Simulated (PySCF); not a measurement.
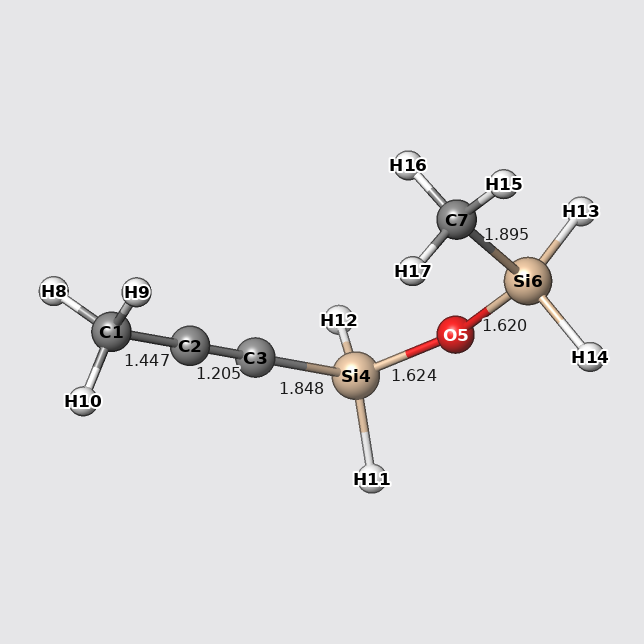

Bond lengths are marked in Å; every bond is drawn as one stick. The geometry was computed by an optimisation with GFN2-xTB. No frequency run is at hand to confirm it as a minimum.

> Assign a bond order to each marked bond.

C1–C2 single; C2–C3 triple; C3–Si4 single; Si4–O5 single; O5–Si6 single; Si6–C7 single.

> Give the structure as SMILES.

CC#C[SiH2]O[SiH2]C
